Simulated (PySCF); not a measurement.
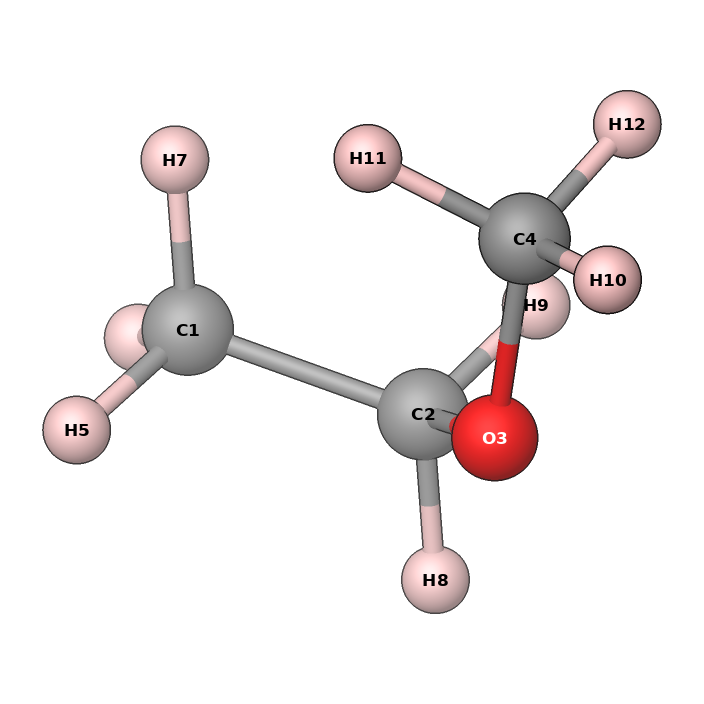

C2 lies behind O3. The molecule seen a little off the O3–C2 bond, O3 in front. Atoms fade into the background with distance from the viewer. The computed structure is the end point of a GFN2-xTB optimisation. No frequency run is at hand to confirm it as a minimum.

**What is the torsion angle C4–O3–C2–C1? The sign is positive where the front bond must turn clockwise to cover the back bond.**

−69°, synclinal (gauche).
